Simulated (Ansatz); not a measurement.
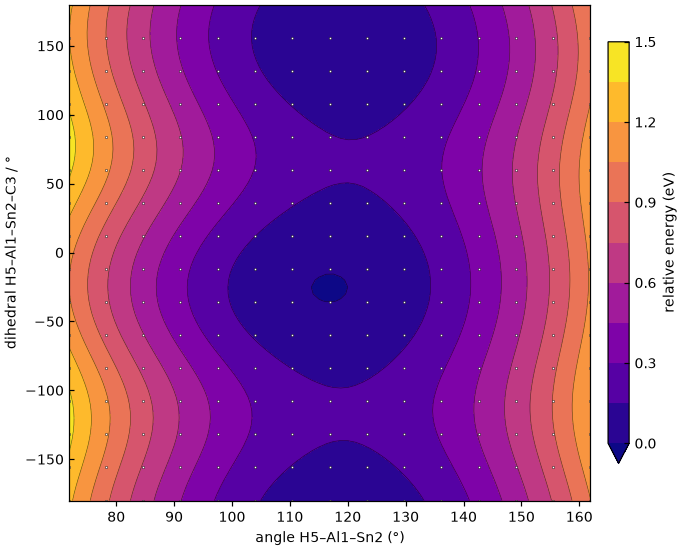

CH₆Al₂Sn, SMILES [AlH2][SnH]1[CH2][AlH]1. Coordinates scanned: (1) angle H5–Al1–Sn2; (2) dihedral H5–Al1–Sn2–C3. Nothing is relaxed (all other coordinates rigid). Grid: 15 × 15 points. Points are written as (first, second). Energies are in eV, from the lowest grid point. Computed with RKS PBE0-D4/def2-SVP (Ansatz 0.2.0).

In the figure: filled contours, dots at the grid points. Between grid points the surface is interpolated.

The lowest grid point is at (116.9°, −36°). A higher local minimum lies near (116.9°, 156°) (0.022 eV above the lowest at that grid point). The highest grid point, (71.9°, 84°), lies 1.40 eV above the lowest. On the interpolated surface the easiest way out of the lowest well to the well at about (119°, 155°) passes a barrier of about 0.17 eV. Round the minimum the two coordinates are nearly uncoupled.

The level of theory is changed to RKS CAM-B3LYP-D4/def2-SVP (Ansatz 0.2.0); with it change the reference geometry, relaxed at the new level; the new grid has 7 × 8 points, laid about the new relaxed structure.

### How does the landscape change?

The minimum (interpolated where it lies between grid points) moves from about (117°, −25°) to about (117°, −30°). The easiest pass out of the lowest well goes from about 0.17 to about 0.14 eV on the interpolated surfaces.

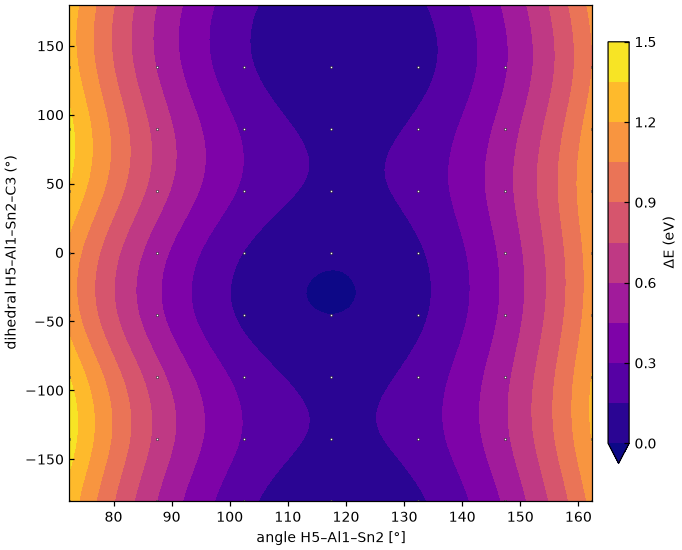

The map after the change, on a colour scale of its own. The picture shows filled contours, dots at the grid points. Between grid points the surface is interpolated.
